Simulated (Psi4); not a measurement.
**BH2OF (SMILES OBF): a chain of runs**

Aim: a single-point energy (HF/cc-pVDZ), then a transition-state search (HF/cc-pVDZ), then the harmonic vibrations (HF/cc-pVDZ), then the intrinsic reaction coordinate (HF/cc-pVDZ) of BH2OF. 

The results are computed with Psi4 1.11.

### Step 1. The system as given

The species is BH2OF (5 atoms), meant as a singlet with charge 0. As SMILES, `OBF`. The coordinates come from a PBE0-D4/def2-TZVP relaxation. This is one conformer, not always the lowest.

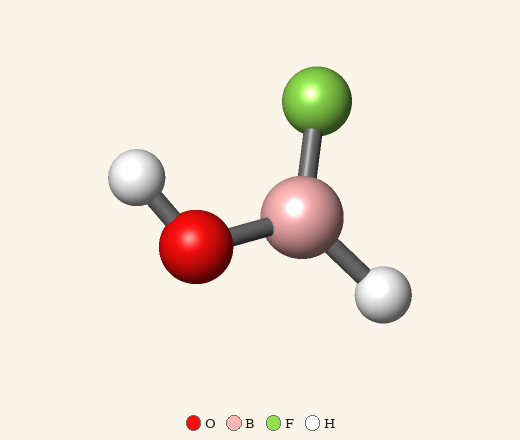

The structure, seen from a chosen angle (oxygen red, boron pink, fluorine green, hydrogen white).

### Step 2. The energy at HF/cc-pVDZ (density fitting) (run 1)

job.py reads:

```python
import psi4

psi4.set_memory(1600000000)
psi4.set_num_threads(1)
psi4.set_output_file('run.log', False)

mol = psi4.geometry("""
O     -1.82434160     0.29744289     0.29649803
B      0.68975004    -0.05706973     0.38002392
F      1.96380339    -0.61170435    -1.71870591
H     -2.52694177     0.10847028    -1.37156322
H      1.79202728     0.12358809     2.33570149
units bohr
symmetry c1
""")

psi4.set_options({
    'basis': 'cc-pVDZ',
})

E, wfn = psi4.energy('hf', molecule=mol, return_wfn=True)
print(f'total energy {E:.8f} hartree = {E * 27.211386:.5f} eV')
```

The run is started by

```console
$ python job.py
```

run.log, shortened:

```text
[...]
  Running in c1 symmetry.
[...]
  Nuclear repulsion =   64.275791425546529
[...]
  Multiplicity = 1
[...]
  Nalpha       = 12
  Nbeta        = 12
[...]
    Number of basis functions: 52
[...]
   @DF-RHF iter   1:  -200.19846529236386   -8.78300e-01   8.39446e-03 DIIS/ADIIS
[...]
   @DF-RHF iter   8:  -200.27272362996382   -1.72749e-08   4.67579e-07 DIIS
[...]
    Orbital Energies [Eh]
    ---------------------
    Doubly Occupied:
       1A    -26.301919     2A    -20.591177     3A     -7.689363
       4A     -1.615876     5A     -1.388130     6A     -0.796863
       7A     -0.751457     8A     -0.704041     9A     -0.675493
      10A     -0.578621    11A     -0.545633    12A     -0.532293
[...]
  @DF-RHF Final Energy:  -200.27272362996382
   => Energetics <=
    Nuclear Repulsion Energy =             64.2757914255465295
    One-Electron Energy =                -404.7553098114466366
    Two-Electron Energy =                 140.2067947559363006
    Total Energy =                       -200.2727236299638207
[...]
 Multipole Moments:
 ------------------------------------------------------------------------------------
     Multipole            Electronic (a.u.)      Nuclear  (a.u.)        Total (a.u.)
 ------------------------------------------------------------------------------------
 L = 1.  Multiply by 2.5417464519 to convert [e a0] to [Debye]
 Dipole X            :          1.3644968           -1.6947879           -0.3302911
 Dipole Y            :         -0.4443442            0.4486607            0.0043165
 Dipole Z            :         -1.3932019            1.1409218           -0.2522801
 Magnitude           :                                                    0.4156394
[...]
```

On the terminal:

```text
total energy -200.27272363 hartree = -5449.69839 eV
```

Wall time 3.6 s (1 thread of Intel Xeon Platinum 8175M at 2.50GHz (Skylake/Cascade Lake), shared host); peak memory 0.2 GiB.

### Step 3. A saddle-point search at HF/cc-pVDZ (density fitting, full hess every 0) (run 2)

run.py reads:

```python
import psi4

psi4.set_memory(1600000000)
psi4.set_num_threads(1)
psi4.core.set_output_file('run.log', False)

m = psi4.geometry("""
O     -0.965400     0.157400     0.156900
B      0.365000    -0.030200     0.201100
F      1.039200    -0.323700    -0.909500
H     -1.470941    -0.650503     0.295159
H      0.948300     0.065400     1.236000
units angstrom
symmetry c1
""")

options = {'basis': 'cc-pVDZ', 'opt_type': 'ts', 'full_hess_every': 0, 'geom_maxiter': 40}
psi4.set_options(options)

energy_value = psi4.optimize('scf')
print('E =', round(energy_value, 9))
print(m.to_string(dtype='xyz', units='Angstrom'))
```

The run is started by

```console
$ python run.py
```

run.log:

```text
gradient() will perform analytic gradient computation.

   => Loading Basis Set <=

    Name: CC-PVDZ
    Role: ORBITAL
    Keyword: BASIS

         ---------------------------------------------------------
                                   SCF
                              RHF Reference
                        1 Threads,   1525 MiB Core
         ---------------------------------------------------------

  ==> Geometry <==

    Molecular point group: c1
    Full point group: C1

    Geometry (in Angstrom), charge = 0, multiplicity = 1:

       Center              X                  Y                   Z               Mass
    ------------   -----------------  -----------------  -----------------  -----------------
         O           -1.127698959256     0.252246101499     0.386236316382    15.994914619570
         B            0.202701040744     0.064646101499     0.430436316382    11.009305360000
         F            0.876901040744    -0.228853898501    -0.680163683618    18.998403162730
         H           -1.633239959256    -0.555656898501     0.524495316382     1.007825032230
         H            0.786001040744     0.160246101499     1.465336316382     1.007825032230

  Running in c1 symmetry.

  Rotational constants: A =      2.26573  B =      0.33690  C =      0.30075 [cm^-1]
  Rotational constants: A =  67924.74676  B =  10099.98122  C =   9016.21221 [MHz]
  Nuclear repulsion =   64.022419881168332

  Charge       = 0
  Multiplicity = 1
  Electrons    = 24
  Nalpha       = 12
  Nbeta        = 12

  ==> Algorithm <==

  SCF Algorithm Type is DF.
  DIIS enabled.
  MOM disabled.
  Fractional occupation disabled.
  Guess Type is SAD.
  Energy threshold   = 1.00e-08
  Density threshold  = 1.00e-08
  Integral threshold = 1.00e-12

  ==> Primary Basis <==

  Basis Set: CC-PVDZ
    Blend: CC-PVDZ
    Number of shells: 24
    Number of basis functions: 52
    Number of Cartesian functions: 55
    Spherical Harmonics?: true
    Max angular momentum: 2

   => Loading Basis Set <=

    Name: (CC-PVDZ AUX)
    Role: JKFIT
    Keyword: DF_BASIS_SCF

  ==> Integral Setup <==

  DFHelper Memory: AOs need 0.006 GiB; user supplied 1.118 GiB.
  SCF_SUBTYPE=INCORE selected. In-core MEM_DF algorithm will be used.
  Using in-core AOs.

  ==> MemDFJK: Density-Fitted J/K Matrices <==

    J tasked:                   Yes
    K tasked:                   Yes
    wK tasked:                   No
    Memory [MiB]:              1144
    Algorithm:                 Core
    Schwarz Cutoff:           1E-12
    Mask sparsity (%):       0.0000
    Fitting Condition:        1E-10

   => Auxiliary Basis Set <=

  Basis Set: (CC-PVDZ AUX)
    Blend: CC-PVDZ-JKFIT
    Number of shells: 90
    Number of basis functions: 256
    Number of Cartesian functions: 293
    Spherical Harmonics?: true
    Max angular momentum: 3

  Minimum eigenvalue in the overlap matrix is 1.6781240299E-02.
  Reciprocal condition number of the overlap matrix is 4.1446478071E-03.
    Using symmetric orthogonalization.

  ==> Pre-Iterations <==

  SCF Guess: Superposition of Atomic Densities via on-the-fly atomic UHF (no occupation information).

   -------------------------
    Irrep   Nso     Nmo
   -------------------------
     A         52      52
   -------------------------
    Total      52      52
   -------------------------

  ==> Iterations <==

                           Total Energy        Delta E     RMS |[F,P]|

   @DF-RHF iter SAD:  -199.31629680456075   -1.99316e+02   0.00000e+00
   @DF-RHF iter   1:  -200.17604681397015   -8.59750e-01   8.63495e-03 DIIS/ADIIS
   @DF-RHF iter   2:  -200.23013757528321   -5.40908e-02   5.07385e-03 DIIS/ADIIS
   @DF-RHF iter   3:  -200.25335637751371   -2.32188e-02   4.93662e-04 DIIS/ADIIS
   @DF-RHF iter   4:  -200.25381752970475   -4.61152e-04   9.51672e-05 DIIS
   @DF-RHF iter   5:  -200.25383982918748   -2.22995e-05   3.31800e-05 DIIS
   @DF-RHF iter   6:  -200.25384204611322   -2.21693e-06   1.27792e-05 DIIS
   @DF-RHF iter   7:  -200.25384232445003   -2.78337e-07   1.81670e-06 DIIS
   @DF-RHF iter   8:  -200.25384233480813   -1.03581e-08   3.49547e-07 DIIS
   @DF-RHF iter   9:  -200.25384233518153   -3.73404e-10   8.58150e-08 DIIS
   @DF-RHF iter  10:  -200.25384233520816   -2.66311e-11   2.04126e-08 DIIS
   @DF-RHF iter  11:  -200.25384233520987   -1.70530e-12   4.85877e-09 DIIS
  Energy and wave function converged.

  ==> Post-Iterations <==

    Orbital Energies [Eh]
    ---------------------

    Doubly Occupied:

       1A    -26.299394     2A    -20.575205     3A     -7.697242
       4A     -1.611877     5A     -1.381785     6A     -0.797710
       7A     -0.737835     8A     -0.696447     9A     -0.669187
      10A     -0.605689    11A     -0.557558    12A     -0.489099

    Virtual:

      13A      0.141367    14A      0.180161    15A      0.275687
      16A      0.301773    17A      0.353773    18A      0.423292
      19A      0.472856    20A      0.686326    21A      0.728591
[... 9 lines of this table left out ...]
      49A      4.038438    50A      4.164502    51A      4.378182
      52A      4.484773

    Final Occupation by Irrep:
              A
    DOCC [    12 ]
    NA   [    12 ]
    NB   [    12 ]

  @DF-RHF Final Energy:  -200.25384233520987

   => Energetics <=

    Nuclear Repulsion Energy =             64.0224198811683323
    One-Electron Energy =                -404.3144716668788874
    Two-Electron Energy =                 140.0382094505006876
    Total Energy =                       -200.2538423352098675

Computation Completed

Properties will be evaluated at   0.000000,   0.000000,   0.000000 [a0]

Properties computed using the SCF density matrix

[... 9 lines left out ...]
 Dipole Z            :         -1.6375068            2.0984097            0.4609029
[... 78 lines left out ...]
   @DF-RHF iter   1:  -200.17604681395812   -8.59750e-01   8.63495e-03 DIIS/ADIIS
[... 2 lines left out ...]
   @DF-RHF iter   4:  -200.25381752969309   -4.61152e-04   9.51672e-05 DIIS
[... 2 lines left out ...]
   @DF-RHF iter   7:  -200.25384232443838   -2.78337e-07   1.81670e-06 DIIS
[... 2 lines left out ...]
   @DF-RHF iter  10:  -200.25384233519640   -2.65459e-11   2.04126e-08 DIIS
[... 5 lines left out ...]
    Final Occupation by Irrep:
[... 10 lines left out ...]
    One-Electron Energy =                -404.3144716668691672
[... 16 lines left out ...]
 Dipole X            :          1.4229815           -1.8202145           -0.3972330
[... 61 lines left out ...]
    Convergence         =   1.000E-06
[... 53 lines left out ...]
  projected mass-weighted Hessian: Symmetric? True   Hermitian? True   Lin Dep Dim?  6 (6)
[... 159 lines left out ...]
	Measures of convergence in internal coordinates in au.
[... 108 lines left out ...]
                           Total Energy        Delta E     RMS |[F,P]|
[... 3 lines left out ...]
   @DF-RHF iter   2:  -200.25509068335751   -1.29246e-04   9.49553e-05 DIIS
[... 2 lines left out ...]
   @DF-RHF iter   5:  -200.25511559146193   -5.05280e-07   2.97721e-06 DIIS
[... 2 lines left out ...]
   @DF-RHF iter   8:  -200.25511562532930   -1.83746e-10   7.37994e-08 DIIS
[... 2 lines left out ...]
  Energy and wave function converged.
[... 13 lines left out ...]
    Nuclear Repulsion Energy =             63.9824620026369075
[... 2 lines left out ...]
    Total Energy =                       -200.2551156253521469
[... 16 lines left out ...]
 Dipole Z            :         -1.5684987            2.0579816            0.4894829
[... 90 lines left out ...]
	   Step    Total Energy     Delta E     Max Force     RMS Force      Max Disp      RMS Disp
[... 74 lines left out ...]
   @DF-RHF iter   0:  -200.25392141466324   -2.00254e+02   3.47643e-04
[... 2 lines left out ...]
   @DF-RHF iter   3:  -200.25513620225436   -2.48650e-06   9.99865e-06 DIIS
[... 2 lines left out ...]
   @DF-RHF iter   6:  -200.25513661061279   -3.26315e-09   1.78695e-07 DIIS
[... 2 lines left out ...]
   @DF-RHF iter   9:  -200.25513661071352   -7.38964e-13   5.16923e-09 DIIS
[... 10 lines left out ...]
  @DF-RHF Final Energy:  -200.25513661071352
[... 5 lines left out ...]
    Two-Electron Energy =                 139.9947251888596611
[... 16 lines left out ...]
 Dipole Y            :         -0.3010802           -0.1874778           -0.4885580
[... 86 lines left out ...]
	Measures of convergence in internal coordinates in au.
[... 77 lines left out ...]
                           Total Energy        Delta E     RMS |[F,P]|
[... 3 lines left out ...]
   @DF-RHF iter   2:  -200.25513416255293   -2.69471e-06   1.14672e-05 DIIS
[... 2 lines left out ...]
   @DF-RHF iter   5:  -200.25513474854228   -3.71455e-09   3.91643e-07 DIIS
[... 2 lines left out ...]
   @DF-RHF iter   8:  -200.25513474883448   -6.53699e-13   6.26901e-09 DIIS
[... 10 lines left out ...]
  @DF-RHF Final Energy:  -200.25513474883448
[... 5 lines left out ...]
    Two-Electron Energy =                 139.9952090448328761
[... 16 lines left out ...]
 Dipole Y            :         -0.2993626           -0.1881187           -0.4874813
[... 86 lines left out ...]
	Measures of convergence in internal coordinates in au.
[... 77 lines left out ...]
                           Total Energy        Delta E     RMS |[F,P]|
[... 3 lines left out ...]
   @DF-RHF iter   2:  -200.25513483639460   -3.31542e-08   1.44130e-06 DIIS
[... 2 lines left out ...]
   @DF-RHF iter   5:  -200.25513484364907   -1.44922e-10   4.22278e-08 DIIS
[... 2 lines left out ...]
  Energy and wave function converged.
[... 1 line left out ...]
  ==> Post-Iterations <==

    Orbital Energies [Eh]
    ---------------------

    Doubly Occupied:

       1A    -26.296983     2A    -20.573551     3A     -7.699086
       4A     -1.610611     5A     -1.380457     6A     -0.804698
       7A     -0.741517     8A     -0.694576     9A     -0.667020
      10A     -0.597628    11A     -0.554330    12A     -0.491618

    Virtual:

      13A      0.141688    14A      0.183432    15A      0.279071
      16A      0.296570    17A      0.357449    18A      0.423274
      19A      0.470928    20A      0.680435    21A      0.716787
[... 9 lines of this table left out ...]
      49A      4.042332    50A      4.164374    51A      4.378202
      52A      4.485775

    Final Occupation by Irrep:
              A
    DOCC [    12 ]
    NA   [    12 ]
    NB   [    12 ]

  @DF-RHF Final Energy:  -200.25513484365584

   => Energetics <=

    Nuclear Repulsion Energy =             63.9668641694609548
    One-Electron Energy =                -404.2198489033291366
    Two-Electron Energy =                 139.9978498902123363
    Total Energy =                       -200.2551348436558385

Computation Completed

Properties will be evaluated at   0.000000,   0.000000,   0.000000 [a0]

Properties computed using the SCF density matrix

 Multipole Moments:

 ------------------------------------------------------------------------------------
     Multipole            Electronic (a.u.)      Nuclear  (a.u.)        Total (a.u.)
 ------------------------------------------------------------------------------------

 L = 1.  Multiply by 2.5417464519 to convert [e a0] to [Debye]
 Dipole X            :          1.4040314           -1.8450421           -0.4410107
 Dipole Y            :         -0.2997353           -0.1875990           -0.4873343
 Dipole Z            :         -1.5679201            2.0492785            0.4813584
 Magnitude           :                                                    0.8146724

 ------------------------------------------------------------------------------------

	total time  =          1 seconds =       0.02 minutes

         ------------------------------------------------------------
                                   SCF GRAD
         ------------------------------------------------------------

  ==> Geometry <==

    Molecular point group: c1
    Full point group: C1

    Geometry (in Angstrom), charge = 0, multiplicity = 1:

       Center              X                  Y                   Z               Mass
    ------------   -----------------  -----------------  -----------------  -----------------
         O           -1.137655056829     0.220672355950     0.372474065652    15.994914619570
         B            0.204816316228     0.061240306160     0.439818727801    11.009305360000
         F            0.884917510429    -0.203063325688    -0.672170679215    18.998403162730
         H           -1.698271321067    -0.527587832412     0.506272417016     1.007825032230
         H            0.834818371773     0.184304243372     1.448809010174     1.007825032230

  Nuclear repulsion =   63.966864169460955

   => Auxiliary Basis Set <=

  Basis Set: (CC-PVDZ AUX)
    Blend: CC-PVDZ-JKFIT
    Number of shells: 90
    Number of basis functions: 256
    Number of Cartesian functions: 293
    Spherical Harmonics?: true
    Max angular momentum: 3

  -Total Gradient:
     Atom            X                  Y                   Z
    ------   -----------------  -----------------  -----------------
       1       -0.000032631313    -0.000014825851     0.000006919692
       2        0.000008877882    -0.000007284865    -0.000002647809
       3       -0.000000824877    -0.000001151421    -0.000001647957
       4        0.000023829032     0.000020800907    -0.000006913100
       5        0.000000749278     0.000002461230     0.000004289174

	total time  =          0 seconds =       0.00 minutes

    			-----------------------------------------

    			 OPTKING 3.0: for geometry optimizations

    			        with contributions from

    			-----------------------------------------

	                            ===> Fragment 1 <==

	 Z (Atomic Numbers)          Masses                          Geom
	       8.000000            15.994915         -2.14985648  0.41701032  0.70387397
	       5.000000            11.009305          0.38704674  0.11572741  0.83113694
	       9.000000            18.998403          1.67225174 -0.38373407 -1.27021849
	       1.000000             1.007825         -3.20926768 -0.99699651  0.95671621
	       1.000000             1.007825          1.57757809  0.34828454  2.73785224

	 - Coordinate -           - BOHR/RAD -       - ANG/DEG -
	 R(1,2)           =         2.557899           1.353582
	 R(1,4)           =         1.784852           0.944503
	 R(2,3)           =         2.513346           1.330005
[... 6 lines of this table left out ...]
	 D(4,1,2,5)       =        -1.577633         -90.391685

	        --- Internal Coordinate Step in ANG or DEG, aJ/ANG or AJ/DEG ---
	-------------------------------------------------------------------------------
	           Coordinate      Previous         Force          Change          New
	           ----------      --------        ------          ------        ------
	               R(1,2)       1.35358       -0.00008       -0.00002       1.35356
	               R(1,4)       0.94450        0.00026        0.00002       0.94453
	               R(2,3)       1.33001       -0.00001        0.00000       1.33001
[... 6 lines of this table left out ...]
	           D(4,1,2,5)     -90.39168        0.00000       -0.00906     -90.40074
	-------------------------------------------------------------------------------

	                                 ==> Convergence Check <==

	Measures of convergence in internal coordinates in au.

	Criteria marked as inactive (o), active & met (*), and active & unmet ( ).

	----------------------------------------------------------------------------------------------
	   Step    Total Energy     Delta E     Max Force     RMS Force      Max Disp      RMS Disp
	----------------------------------------------------------------------------------------------
	  Convergence Criteria     1.00e-06 *    3.00e-04 *             o    1.20e-03 *             o
	----------------------------------------------------------------------------------------------
	     5    -200.25513484   -9.48e-08 *    3.16e-05 *    1.12e-05 o    1.58e-04 *    8.47e-05 o  ~
	----------------------------------------------------------------------------------------------

Next Geometry in Ang
	Fragment 1 (Ang)

	    O  -1.1376322826   0.2206479821   0.3725255371
	    B   0.2048266147   0.0612430765   0.4398353929
	    F   0.8849153356  -0.2030694822  -0.6721625363
	    H  -1.6983453430  -0.5275906258   0.5062127687
	    H   0.8348614959   0.1843347968   1.4487923791

    Final optimized geometry and variables:
    Molecular point group: c1
    Full point group: C1

    Geometry (in Angstrom), charge = 0, multiplicity = 1:

    O           -1.137655056829     0.220672355950     0.372474065652
    B            0.204816316228     0.061240306160     0.439818727801
    F            0.884917510429    -0.203063325688    -0.672170679215
    H           -1.698271321067    -0.527587832412     0.506272417016
    H            0.834818371773     0.184304243372     1.448809010174

[set-up sections that repeat, and orbital energies of the middle runs, are left out above]
```

On the terminal:

```text
Some dependencies such as QCElemental have not yet finished migration to pydantic v2. If issues are encountered please downgrade pydantic or upgrade QCElemental as appropriate
Warning: thermodynamics relations excluded imaginary frequencies: ['395.3571i']
Warning: used thermodynamics relations inappropriate for low-frequency modes: ['564.8556']
	Previous geometry is closer to target in internal coordinates, so using that one.

	Best geometry has RMS(Delta(q)) = 8.06e-05

	Energy ratio indicates iffy step.
	Intrafrag trust radius decreased to   0.15.
Optimizer: Optimization complete!
E = -200.255134844
5
0 1 BFH2O
O                    -1.137655056829     0.220672355950     0.372474065652
B                     0.204816316228     0.061240306160     0.439818727801
F                     0.884917510429    -0.203063325688    -0.672170679215
H                    -1.698271321067    -0.527587832412     0.506272417016
H                     0.834818371773     0.184304243372     1.448809010174
```

It took 20 s on 1 thread of Intel Xeon Platinum 8175M at 2.50GHz (Skylake/Cascade Lake), shared host; peak memory 0.25 GiB.

Step by step:

```
step  energy from the first frame kept (eV)  largest force (eV/Å)
   0                                 0.0000                1.3512
   1                                -0.0346                0.1167
   2                                -0.0352                0.0314
   3                                -0.0352                0.0088
   4                                -0.0352                0.0019
```

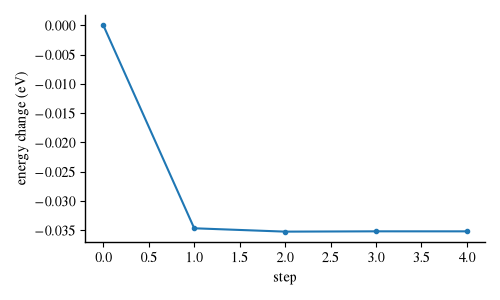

Energy along the run.

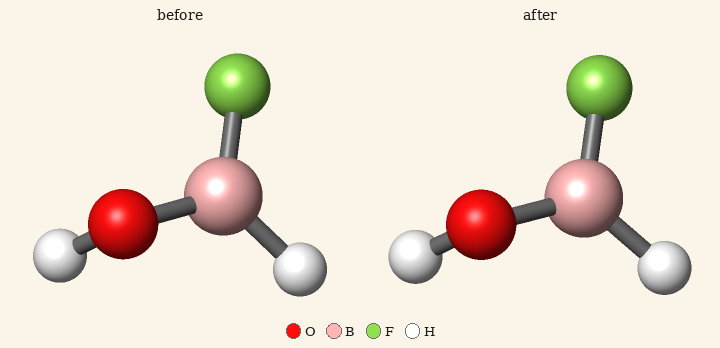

Before and after, at one scale.

After the run. Bond lengths: O1–B2 1.354 Å, B2–F3 1.330 Å, O1–H4 0.945 Å, B2–H5 1.196 Å. Angles: O1–B2–F3 119.3°, O1–B2–H5 123.5°, F3–B2–H5 117.2°, B2–O1–H4 119.2°.

[end of part 1 of 2]
